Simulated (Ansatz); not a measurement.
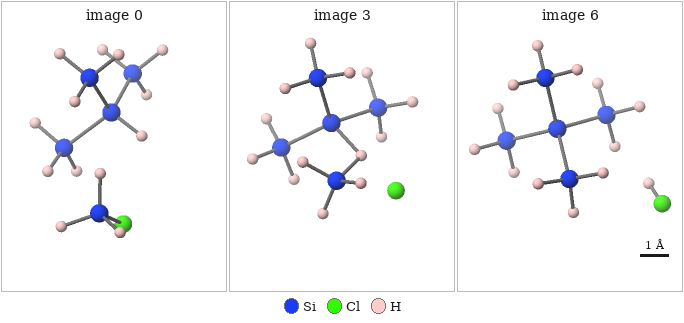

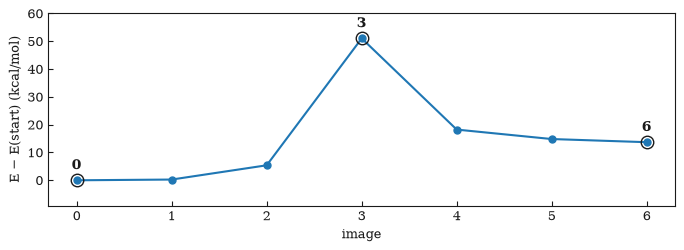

NEB run on Si₅H₁₃Cl, made up at the start of SiH3Cl and Si4H10. Images are numbered from 0 (start) to 6 (end). Style: ball-and-stick. Shown from a free direction.

Theory: RKS PBE0-D4/def2-SVP (Ansatz 0.2.0).

The input:
```yaml
crystal:
  periodic: [false, false, false]
  atoms:
    - {symbol: Si, position_ang: [-0.820426, 2.891746, 1.904067]}
    - {symbol: Cl, position_ang: [-2.592335, 2.048757, 1.291139]}
    - {symbol: H, position_ang: [-0.827005, -0.747081, 1.163278]}
    - {symbol: Si, position_ang: [-0.038336, -0.923420, -0.089243]}
    - {symbol: Si, position_ang: [-0.584403, 0.735800, -1.642653]}
    - {symbol: Si, position_ang: [2.243002, -0.790562, 0.401439]}
    - {symbol: Si, position_ang: [-0.507480, -3.020278, -1.009418]}
    - {symbol: H, position_ang: [0.241393, 1.862848, 1.822497]}
    - {symbol: H, position_ang: [-0.508837, 4.032256, 1.013751]}
    - {symbol: H, position_ang: [-0.988175, 3.352031, 3.301279]}
    - {symbol: H, position_ang: [-0.217781, 2.087908, -1.139833]}
    - {symbol: H, position_ang: [-2.033096, 0.717415, -1.972478]}
    - {symbol: H, position_ang: [0.193009, 0.481835, -2.886697]}
    - {symbol: H, position_ang: [2.589871, 0.544521, 0.960510]}
    - {symbol: H, position_ang: [2.635973, -1.833677, 1.387035]}
    - {symbol: H, position_ang: [3.027695, -0.996704, -0.845899]}
    - {symbol: H, position_ang: [-1.951175, -3.137146, -1.349242]}
    - {symbol: H, position_ang: [-0.151285, -4.106153, -0.056474]}
    - {symbol: H, position_ang: [0.289391, -3.200097, -2.253059]}
basis:
  gaussian: {orbitals: def2-SVP}
hamiltonian: {xc: pbe0, dispersion: d4}
neb:
  images: 5
  climbing: true
  max_iterations: 40
  initial_path: idpp
  final_atoms:
    - {symbol: Si, position_ang: [-0.304539, 1.701139, 1.348064]}
    - {symbol: Cl, position_ang: [-3.486965, -0.407690, 2.530691]}
    - {symbol: H, position_ang: [-3.283190, -1.024743, 1.424185]}
    - {symbol: Si, position_ang: [0.380610, 0.097107, -0.208937]}
    - {symbol: Si, position_ang: [0.108510, 0.934692, -2.373023]}
    - {symbol: Si, position_ang: [2.634500, -0.414264, 0.136636]}
    - {symbol: Si, position_ang: [-0.847497, -1.878233, -0.020062]}
    - {symbol: H, position_ang: [0.604247, 2.875191, 1.240414]}
    - {symbol: H, position_ang: [-1.694067, 2.143421, 1.063600]}
    - {symbol: H, position_ang: [-0.226659, 1.156871, 2.728358]}
    - {symbol: H, position_ang: [0.887096, 2.191372, -2.538843]}
    - {symbol: H, position_ang: [-1.327337, 1.223629, -2.634982]}
    - {symbol: H, position_ang: [0.584968, -0.059171, -3.372571]}
    - {symbol: H, position_ang: [3.465845, 0.808530, -0.025767]}
    - {symbol: H, position_ang: [2.837012, -0.952820, 1.508477]}
    - {symbol: H, position_ang: [3.085522, -1.434498, -0.847979]}
    - {symbol: H, position_ang: [-2.300099, -1.612698, -0.253761]}
    - {symbol: H, position_ang: [-0.708053, -2.477708, 1.333577]}
    - {symbol: H, position_ang: [-0.409902, -2.870126, -1.038074]}
```

Run as
```bash
ansatz run in.yaml --threads 4 --pin off --events-out ev --progress --plain --max-ram 66560MiB --backend cuda --devices 0, --max-vram 37GiB
```

Describe the mechanism and the energy profile.

Answer. The energy climbs by 51.1 kcal/mol to image 3 and then falls by 37.3 kcal/mol, so the end point sits at +13.7 kcal/mol. Breaking: H–Si (1.49 → 4.17 Å), Cl–Si (2.06 → 4.00 Å). Forming: Cl–H (3.31 → 1.28 Å), Si–Si (4.37 → 2.34 Å). The band converged in 28 iterations. The largest component of the band force went from 3.5 to 0.048 eV/Å. The climbing image converged on the top of the path. Its curvatures weren't checked. The largest force component is 0.26 eV/Å at the start and 0.18 eV/Å at the end; an end with forces this large is no minimum, and the barrier measured from it can be far off.

Limits of the set-up: the start holds two separate molecules, 2.8 Å apart at their closest, whose relative position is a soft coordinate.

The run took about 250 s of wall time on a shared GPU.
